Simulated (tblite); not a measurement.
## Geometry relaxation, with input and output: C$_{6}$H$_{5}$BrO$_{2}$Si (part 2 of 2)

C$_{6}$H$_{5}$BrO$_{2}$Si, SMILES C#C[SiH2]Oc1ccc(Br)o1; GFN2-xTB geometry optimisation, gas phase (tblite 0.8.0). It belongs to a series of runs on one base structure; here: H on Si replaced by ethynyl.

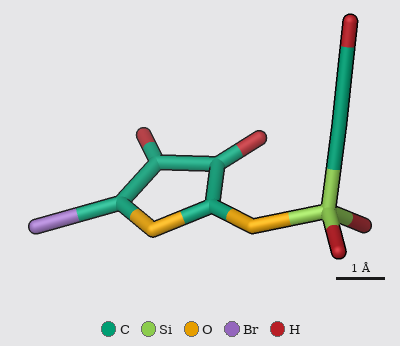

Fig. 1: The geometry at step 40 of the log (stick view, seen at a tilt).

### Trajectory as extended XYZ, continued
```
15
Properties=species:S:1:pos:R:3:forces:R:3 step=29 energy=-797.58539
C    -3.1574    0.1193    1.5574    0.0010  -0.0030  -0.0010
C    -2.6790   -0.0215    0.4628   -0.0040  -0.0040   0.0040
Si   -1.9073   -0.2193   -1.2099   -0.0070   0.0060   0.0030
O    -0.4496    0.5410   -1.2417    0.0040  -0.0070  -0.0230
C     0.6594    0.3095   -0.5691    0.0010   0.0060  -0.0150
C     0.9783   -0.5911    0.4029   -0.0080   0.0070  -0.0120
C     2.3419   -0.3585    0.7190   -0.0090  -0.0090   0.0210
C     2.7307    0.6614   -0.0874    0.0020  -0.0050   0.0260
Br    4.3654    1.5333   -0.2520    0.0090   0.0180  -0.0200
O     1.7201    1.0834   -0.8795    0.0150  -0.0100   0.0030
H    -3.5799    0.2412    2.5139   -0.0010   0.0000  -0.0040
H    -2.5591    0.5486   -2.2556   -0.0260   0.0160   0.0060
H    -1.7319   -1.6519   -1.4565   -0.0010  -0.0110  -0.0030
H     0.3202   -1.3152    0.8352    0.0170   0.0050   0.0040
H     2.9439   -0.8724    1.4385    0.0070  -0.0080   0.0110
15
Properties=species:S:1:pos:R:3:forces:R:3 step=30 energy=-797.58551
C    -3.1574    0.1192    1.5574   -0.0020  -0.0020   0.0050
C    -2.6793   -0.0217    0.4626   -0.0010  -0.0050   0.0000
Si   -1.9078   -0.2197   -1.2102    0.0010   0.0200   0.0040
O    -0.4498    0.5410   -1.2429    0.0170  -0.0160  -0.0080
C     0.6592    0.3095   -0.5694    0.0110   0.0020  -0.0130
C     0.9784   -0.5910    0.4028   -0.0090   0.0060  -0.0080
C     2.3420   -0.3585    0.7198   -0.0140  -0.0110   0.0190
C     2.7312    0.6613   -0.0863   -0.0130  -0.0040   0.0140
Br    4.3649    1.5339   -0.2529    0.0160   0.0190  -0.0170
O     1.7209    1.0828   -0.8791    0.0030  -0.0020  -0.0040
H    -3.5797    0.2412    2.5140    0.0000   0.0000  -0.0070
H    -2.5594    0.5494   -2.2553   -0.0260   0.0140   0.0050
H    -1.7326   -1.6519   -1.4569    0.0000  -0.0170  -0.0050
H     0.3207   -1.3152    0.8356    0.0150   0.0060   0.0020
H     2.9443   -0.8725    1.4389    0.0030  -0.0100   0.0130
15
Properties=species:S:1:pos:R:3:forces:R:3 step=32 energy=-797.58578
C    -3.1571    0.1192    1.5571   -0.0020  -0.0030   0.0040
C    -2.6809   -0.0215    0.4615    0.0070  -0.0050  -0.0020
Si   -1.9092   -0.2194   -1.2113    0.0110   0.0180  -0.0040
O    -0.4493    0.5392   -1.2453    0.0250  -0.0220   0.0060
C     0.6596    0.3090   -0.5702    0.0200  -0.0130  -0.0040
C     0.9788   -0.5907    0.4030    0.0020  -0.0020   0.0070
C     2.3422   -0.3587    0.7226   -0.0040   0.0050   0.0030
C     2.7320    0.6609   -0.0835   -0.0150   0.0060  -0.0090
Br    4.3647    1.5362   -0.2559    0.0060   0.0060  -0.0060
O     1.7227    1.0811   -0.8786   -0.0100   0.0090  -0.0090
H    -3.5787    0.2406    2.5140   -0.0010   0.0010  -0.0050
H    -2.5625    0.5521   -2.2543   -0.0180   0.0080   0.0110
H    -1.7361   -1.6525   -1.4595   -0.0010   0.0000  -0.0020
H     0.3230   -1.3153    0.8373   -0.0020   0.0000   0.0000
H     2.9463   -0.8723    1.4411   -0.0170  -0.0070   0.0090
15
Properties=species:S:1:pos:R:3:forces:R:3 step=34 energy=-797.58598
C    -3.1567    0.1190    1.5564    0.0020  -0.0050  -0.0060
C    -2.6828   -0.0211    0.4597    0.0130  -0.0040   0.0010
Si   -1.9101   -0.2181   -1.2130    0.0050  -0.0050  -0.0050
O    -0.4475    0.5350   -1.2457    0.0050  -0.0140  -0.0060
C     0.6612    0.3067   -0.5702    0.0040  -0.0180   0.0030
C     0.9799   -0.5911    0.4047    0.0120  -0.0070   0.0120
C     2.3429   -0.3582    0.7253    0.0120   0.0200  -0.0090
C     2.7320    0.6612   -0.0821    0.0110   0.0130  -0.0090
Br    4.3644    1.5388   -0.2590   -0.0120  -0.0080   0.0020
O     1.7231    1.0798   -0.8786   -0.0020   0.0000  -0.0010
H    -3.5767    0.2396    2.5140   -0.0050   0.0020   0.0000
H    -2.5655    0.5561   -2.2534   -0.0050   0.0060   0.0150
H    -1.7419   -1.6527   -1.4638   -0.0020   0.0230   0.0020
H     0.3254   -1.3158    0.8400   -0.0120  -0.0050   0.0000
H     2.9478   -0.8713    1.4440   -0.0270   0.0030   0.0010
15
Properties=species:S:1:pos:R:3:forces:R:3 step=35 energy=-797.58610
C    -3.1564    0.1187    1.5559    0.0040  -0.0050  -0.0100
C    -2.6834   -0.0213    0.4587    0.0150  -0.0020   0.0040
Si   -1.9105   -0.2173   -1.2142   -0.0020  -0.0140   0.0000
O    -0.4460    0.5319   -1.2462   -0.0070  -0.0080  -0.0140
C     0.6624    0.3048   -0.5702   -0.0080  -0.0140   0.0040
C     0.9809   -0.5916    0.4061    0.0120  -0.0070   0.0080
C     2.3436   -0.3573    0.7267    0.0150   0.0200  -0.0110
C     2.7320    0.6618   -0.0816    0.0200   0.0120  -0.0050
Br    4.3639    1.5403   -0.2611   -0.0140  -0.0110   0.0050
O     1.7232    1.0791   -0.8787    0.0030  -0.0090   0.0030
H    -3.5756    0.2392    2.5139   -0.0050   0.0010  -0.0020
H    -2.5672    0.5589   -2.2525    0.0030   0.0050   0.0170
H    -1.7453   -1.6522   -1.4661   -0.0020   0.0270   0.0020
H     0.3264   -1.3162    0.8417   -0.0100  -0.0040  -0.0010
H     2.9478   -0.8708    1.4457   -0.0230   0.0090   0.0000
15
Properties=species:S:1:pos:R:3:forces:R:3 step=37 energy=-797.58631
C    -3.1559    0.1176    1.5551    0.0030  -0.0020  -0.0040
C    -2.6829   -0.0224    0.4580    0.0160   0.0020   0.0070
Si   -1.9108   -0.2163   -1.2156   -0.0080  -0.0070   0.0100
O    -0.4436    0.5268   -1.2486   -0.0120  -0.0010  -0.0130
C     0.6639    0.3014   -0.5706   -0.0160   0.0010   0.0010
C     0.9825   -0.5924    0.4080    0.0010  -0.0020  -0.0070
C     2.3447   -0.3551    0.7285    0.0010   0.0010  -0.0020
C     2.7326    0.6633   -0.0808    0.0050  -0.0020   0.0000
Br    4.3627    1.5424   -0.2643    0.0020  -0.0040   0.0080
O     1.7234    1.0776   -0.8789    0.0000  -0.0140  -0.0020
H    -3.5750    0.2390    2.5132   -0.0030  -0.0020  -0.0080
H    -2.5698    0.5638   -2.2495    0.0090   0.0050   0.0140
H    -1.7494   -1.6504   -1.4686   -0.0010   0.0080  -0.0060
H     0.3275   -1.3169    0.8438    0.0030   0.0020  -0.0030
H     2.9456   -0.8704    1.4486   -0.0010   0.0160   0.0070
15
Properties=species:S:1:pos:R:3:forces:R:3 step=39 energy=-797.58641
C    -3.1556    0.1169    1.5547   -0.0010   0.0010   0.0060
C    -2.6811   -0.0232    0.4584    0.0130   0.0030   0.0070
Si   -1.9112   -0.2163   -1.2155    0.0010   0.0050   0.0040
O    -0.4432    0.5247   -1.2507    0.0020  -0.0010   0.0000
C     0.6636    0.3001   -0.5710    0.0000   0.0050  -0.0070
C     0.9830   -0.5928    0.4082   -0.0090   0.0020  -0.0090
C     2.3450   -0.3542    0.7290   -0.0110  -0.0100   0.0040
C     2.7330    0.6638   -0.0805   -0.0150  -0.0090  -0.0050
Br    4.3623    1.5429   -0.2651    0.0100   0.0010   0.0070
O     1.7235    1.0762   -0.8793   -0.0050  -0.0020  -0.0130
H    -3.5752    0.2390    2.5124   -0.0040  -0.0030  -0.0040
H    -2.5700    0.5662   -2.2472    0.0040   0.0080   0.0070
H    -1.7505   -1.6492   -1.4695   -0.0010  -0.0130  -0.0100
H     0.3279   -1.3170    0.8442    0.0060   0.0000  -0.0010
H     2.9442   -0.8694    1.4501    0.0100   0.0150   0.0120
15
Properties=species:S:1:pos:R:3:forces:R:3 step=40 energy=-797.58648
C    -3.1553    0.1165    1.5544   -0.0020   0.0020   0.0120
C    -2.6797   -0.0233    0.4586    0.0090   0.0020   0.0070
Si   -1.9118   -0.2163   -1.2155    0.0080   0.0060  -0.0040
O    -0.4431    0.5230   -1.2520    0.0100   0.0020   0.0060
C     0.6633    0.2991   -0.5712    0.0110   0.0040  -0.0110
C     0.9833   -0.5931    0.4083   -0.0120   0.0030  -0.0050
C     2.3451   -0.3537    0.7295   -0.0140  -0.0100   0.0040
C     2.7330    0.6639   -0.0805   -0.0190  -0.0100  -0.0080
Br    4.3622    1.5434   -0.2655    0.0060   0.0000   0.0070
O     1.7234    1.0750   -0.8799   -0.0030   0.0060  -0.0150
H    -3.5752    0.2388    2.5117   -0.0070  -0.0020   0.0040
H    -2.5700    0.5684   -2.2454   -0.0010   0.0100   0.0020
H    -1.7522   -1.6486   -1.4710   -0.0020  -0.0210  -0.0110
H     0.3286   -1.3173    0.8449    0.0030  -0.0030   0.0010
H     2.9438   -0.8678    1.4517    0.0110   0.0130   0.0120
15
Properties=species:S:1:pos:R:3:forces:R:3 step=42 energy=-797.58671
C    -3.1542    0.1154    1.5537   -0.0010   0.0030   0.0160
C    -2.6754   -0.0234    0.4594    0.0010  -0.0030   0.0070
Si   -1.9133   -0.2158   -1.2164    0.0160  -0.0040  -0.0170
O    -0.4418    0.5161   -1.2555    0.0150   0.0120   0.0070
C     0.6634    0.2950   -0.5723    0.0250  -0.0070  -0.0180
C     0.9844   -0.5944    0.4093   -0.0080   0.0030   0.0060
C     2.3453   -0.3520    0.7320   -0.0070   0.0040   0.0000
C     2.7324    0.6637   -0.0810   -0.0040  -0.0040  -0.0070
Br    4.3618    1.5451   -0.2667   -0.0150  -0.0100   0.0090
O     1.7230    1.0707   -0.8828    0.0110   0.0130  -0.0110
H    -3.5748    0.2373    2.5102   -0.0130   0.0000   0.0220
H    -2.5708    0.5772   -2.2397   -0.0070   0.0120  -0.0100
H    -1.7600   -1.6475   -1.4786   -0.0050  -0.0220  -0.0090
H     0.3317   -1.3186    0.8481   -0.0100  -0.0100   0.0030
H     2.9442   -0.8607    1.4584    0.0020   0.0120   0.0000
15
Properties=species:S:1:pos:R:3:forces:R:3 step=44 energy=-797.58698
C    -3.1529    0.1142    1.5538    0.0050   0.0010   0.0070
C    -2.6695   -0.0235    0.4613   -0.0070  -0.0100   0.0060
Si   -1.9138   -0.2155   -1.2181    0.0040  -0.0110  -0.0060
O    -0.4389    0.5086   -1.2601    0.0020   0.0140  -0.0040
C     0.6653    0.2896   -0.5754    0.0110  -0.0140  -0.0110
C     0.9849   -0.5957    0.4106    0.0040   0.0030   0.0090
C     2.3448   -0.3496    0.7351    0.0050   0.0180  -0.0020
C     2.7315    0.6632   -0.0819    0.0200   0.0040   0.0030
Br    4.3607    1.5463   -0.2671   -0.0210  -0.0130   0.0090
O     1.7235    1.0661   -0.8873    0.0190  -0.0040   0.0020
H    -3.5757    0.2353    2.5096   -0.0090   0.0000   0.0180
H    -2.5736    0.5882   -2.2321   -0.0010   0.0040  -0.0100
H    -1.7694   -1.6476   -1.4886   -0.0070  -0.0020  -0.0030
H     0.3346   -1.3208    0.8516   -0.0160   0.0000  -0.0050
H     2.9442   -0.8508    1.4668   -0.0090   0.0090  -0.0130
15
Properties=species:S:1:pos:R:3:forces:R:3 step=45 energy=-797.58707
C    -3.1525    0.1139    1.5544    0.0060   0.0000   0.0030
C    -2.6673   -0.0239    0.4626   -0.0090  -0.0110   0.0040
Si   -1.9133   -0.2156   -1.2184   -0.0030  -0.0060   0.0050
O    -0.4378    0.5076   -1.2620   -0.0030   0.0070  -0.0060
C     0.6663    0.2882   -0.5772    0.0020  -0.0100  -0.0060
C     0.9847   -0.5958    0.4106    0.0060   0.0030   0.0040
C     2.3442   -0.3488    0.7357    0.0040   0.0150   0.0010
C     2.7315    0.6630   -0.0822    0.0170   0.0040   0.0060
Br    4.3602    1.5458   -0.2664   -0.0090  -0.0070   0.0070
O     1.7244    1.0651   -0.8888    0.0140  -0.0120   0.0010
H    -3.5770    0.2349    2.5098   -0.0020  -0.0010   0.0080
H    -2.5748    0.5908   -2.2297    0.0040  -0.0020  -0.0060
H    -1.7707   -1.6479   -1.4906   -0.0070   0.0050  -0.0020
H     0.3344   -1.3213    0.8516   -0.0120   0.0080  -0.0100
H     2.9434   -0.8480    1.4687   -0.0080   0.0040  -0.0100
15
Properties=species:S:1:pos:R:3:forces:R:3 step=47 energy=-797.58715
C    -3.1523    0.1138    1.5554    0.0040  -0.0010   0.0020
C    -2.6659   -0.0250    0.4641   -0.0080  -0.0090   0.0010
Si   -1.9125   -0.2160   -1.2179   -0.0050   0.0060   0.0090
O    -0.4373    0.5087   -1.2636   -0.0020  -0.0050   0.0010
C     0.6670    0.2878   -0.5790   -0.0010   0.0010  -0.0030
C     0.9842   -0.5953    0.4099    0.0010   0.0030  -0.0040
C     2.3435   -0.3479    0.7358   -0.0020   0.0020   0.0060
C     2.7320    0.6629   -0.0822   -0.0020   0.0010   0.0020
Br    4.3599    1.5448   -0.2650    0.0120   0.0050   0.0040
O     1.7257    1.0645   -0.8898    0.0020  -0.0080  -0.0090
H    -3.5787    0.2349    2.5103    0.0050  -0.0020  -0.0030
H    -2.5754    0.5910   -2.2285    0.0070  -0.0070   0.0000
H    -1.7697   -1.6482   -1.4904   -0.0070   0.0060  -0.0020
H     0.3331   -1.3208    0.8501   -0.0050   0.0130  -0.0090
H     2.9420   -0.8471    1.4688    0.0010  -0.0030   0.0030
15
Properties=species:S:1:pos:R:3:forces:R:3 step=49 energy=-797.58724
C    -3.1513    0.1134    1.5566   -0.0010  -0.0030   0.0040
C    -2.6652   -0.0271    0.4654   -0.0040  -0.0040  -0.0010
Si   -1.9128   -0.2158   -1.2171    0.0020   0.0080  -0.0010
O    -0.4368    0.5075   -1.2654    0.0030  -0.0120   0.0060
C     0.6679    0.2862   -0.5811    0.0040   0.0110  -0.0030
C     0.9844   -0.5949    0.4097   -0.0060   0.0040  -0.0070
C     2.3430   -0.3462    0.7371   -0.0050  -0.0100   0.0050
C     2.7326    0.6631   -0.0820   -0.0140  -0.0030  -0.0060
Br    4.3602    1.5447   -0.2637    0.0180   0.0080   0.0020
O     1.7272    1.0621   -0.8921   -0.0040   0.0070  -0.0150
H    -3.5793    0.2343    2.5107    0.0070  -0.0020   0.0010
H    -2.5750    0.5927   -2.2269    0.0040  -0.0060   0.0010
H    -1.7721   -1.6475   -1.4925   -0.0050   0.0030   0.0000
H     0.3318   -1.3195    0.8489   -0.0030   0.0070  -0.0010
H     2.9410   -0.8448    1.4703    0.0050  -0.0070   0.0150
15
Properties=species:S:1:pos:R:3:forces:R:3 step=50 energy=-797.58729
C    -3.1504    0.1129    1.5573   -0.0030  -0.0050   0.0030
C    -2.6649   -0.0285    0.4659   -0.0010   0.0000  -0.0020
Si   -1.9134   -0.2154   -1.2169    0.0040   0.0030  -0.0060
O    -0.4362    0.5052   -1.2664    0.0040  -0.0100   0.0030
C     0.6687    0.2846   -0.5825    0.0050   0.0110  -0.0020
C     0.9847   -0.5948    0.4099   -0.0070   0.0030  -0.0050
C     2.3428   -0.3449    0.7385   -0.0030  -0.0110   0.0000
C     2.7328    0.6631   -0.0820   -0.0100  -0.0040  -0.0080
Br    4.3606    1.5452   -0.2631    0.0120   0.0050   0.0020
O     1.7281    1.0600   -0.8942   -0.0030   0.0120  -0.0110
H    -3.5790    0.2336    2.5110    0.0060  -0.0010   0.0050
H    -2.5747    0.5950   -2.2255    0.0010  -0.0030   0.0000
H    -1.7758   -1.6468   -1.4953   -0.0040   0.0010   0.0010
H     0.3314   -1.3187    0.8489   -0.0040   0.0030   0.0040
H     2.9409   -0.8424    1.4725    0.0020  -0.0050   0.0160
15
Properties=species:S:1:pos:R:3:forces:R:3 step=52 energy=-797.58734
C    -3.1496    0.1122    1.5577   -0.0030  -0.0060   0.0000
C    -2.6650   -0.0297    0.4660    0.0010   0.0020  -0.0010
Si   -1.9140   -0.2150   -1.2173    0.0000  -0.0030  -0.0040
O    -0.4354    0.5020   -1.2672    0.0010  -0.0010  -0.0060
C     0.6696    0.2831   -0.5835    0.0000   0.0050   0.0000
C     0.9851   -0.5948    0.4104   -0.0010   0.0020   0.0000
C     2.3429   -0.3440    0.7399    0.0030  -0.0030  -0.0060
C     2.7327    0.6630   -0.0824    0.0050  -0.0030  -0.0030
Br    4.3610    1.5462   -0.2629   -0.0020  -0.0020   0.0030
O     1.7287    1.0582   -0.8964    0.0030   0.0050   0.0030
H    -3.5780    0.2327    2.5115    0.0060  -0.0010   0.0060
H    -2.5742    0.5978   -2.2244   -0.0010   0.0010  -0.0030
H    -1.7806   -1.6460   -1.4988   -0.0020  -0.0020   0.0020
H     0.3313   -1.3181    0.8497   -0.0030   0.0030   0.0050
H     2.9411   -0.8398    1.4755   -0.0070   0.0020   0.0050
```

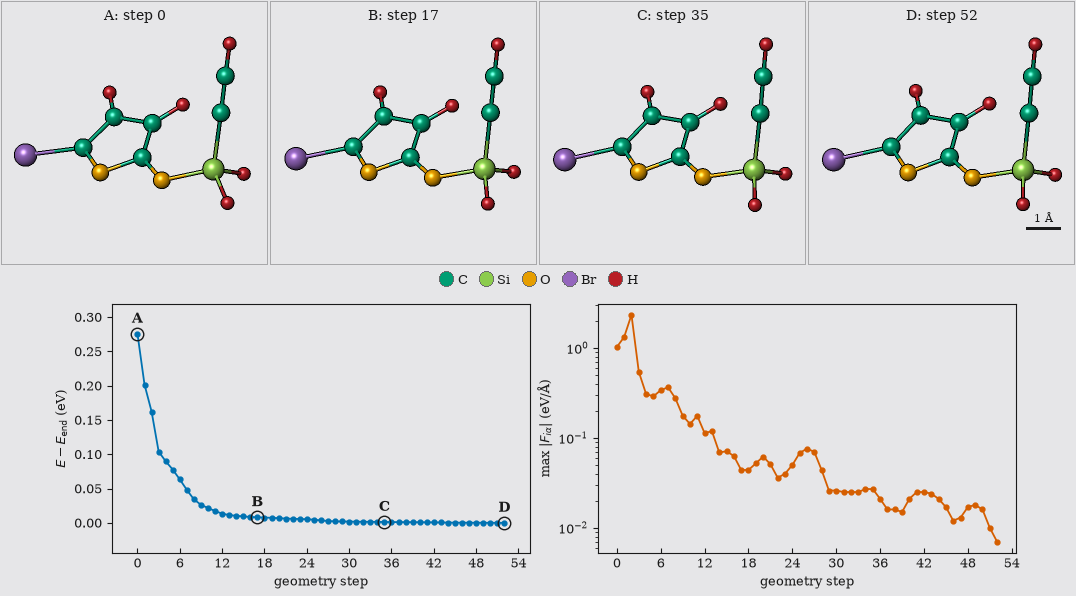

Fig. 2: Frames of the relaxation (ball-and-stick view, seen at a tilt) above the curves, on which the letters mark them (steps are counted from 0).

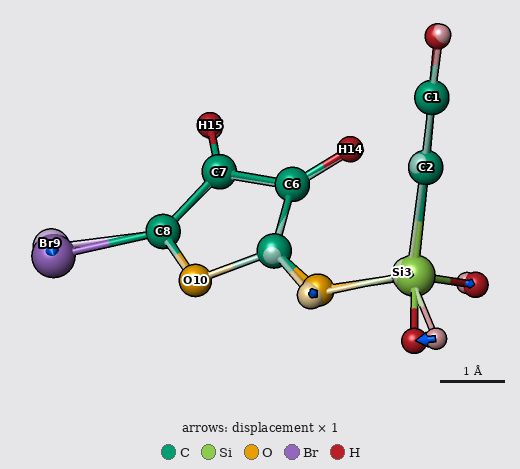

Fig. 3: Start (faint) and end (solid) with the displacements as blue arrows, at true length (ball-and-stick view, seen at a tilt). The two geometries are laid on each other by the best rigid fit. The energy falls by 0.276 eV in 52 geometry steps. The largest force component goes from 1 to 0.007 eV/Å. The atom that moves furthest after the best rigid fit is H12 (0.35 Å). By element the largest moves are H 0.35 Å, Br 0.22 Å, O 0.17 Å, Si 0.08 Å, C 0.05 Å. Among the contacts that change: Si3–H12 1.494 → 1.453 Å, C8–Br9 1.898 → 1.861 Å, O4–C5 1.337 → 1.318 Å, C2–Si3 1.871 → 1.853 Å. Among the angles that change: Si3–O4–C5 121.2° → 131.8°, O4–Si3–H12 108.6° → 98.3°, H12–Si3–H13 106.8° → 117.1°. (Atoms are counted from 1 in the order of the input.)

This output came from the following input.

### Input file
```
{"job": {"kind": "relax", "xc": "GFN2-xTB", "basis": "xTB"}, "charge": 0, "multiplicity": 1}
C     -3.174500     0.127200     1.573900
C     -2.675900     0.020100     0.484500
Si    -1.855600    -0.163300    -1.187200
O     -0.424600     0.655800    -1.331500
C      0.641300     0.323100    -0.596700
C      0.974100    -0.590700     0.373800
C      2.341500    -0.352600     0.692400
C      2.754800     0.688400    -0.102200
Br     4.497600     1.439000    -0.120300
O      1.721100     1.098900    -0.891800
H     -3.642100     0.234600     2.530900
H     -2.799400     0.337100    -2.231700
H     -1.643600    -1.601200    -1.456000
H      0.338300    -1.337200     0.815500
H      2.942500    -0.871200     1.424400
```

The first line tells a small driver script what to run in tblite; the rest is the geometry in Å.

Run as:
```bash
OMP_NUM_THREADS=1 python <driver script> task.json out
```

### Summary

- outcome: converged
- total energy: −797.5873 eV
- hardware: 1 CPU thread, shared host
- peak memory: 0.18 GiB
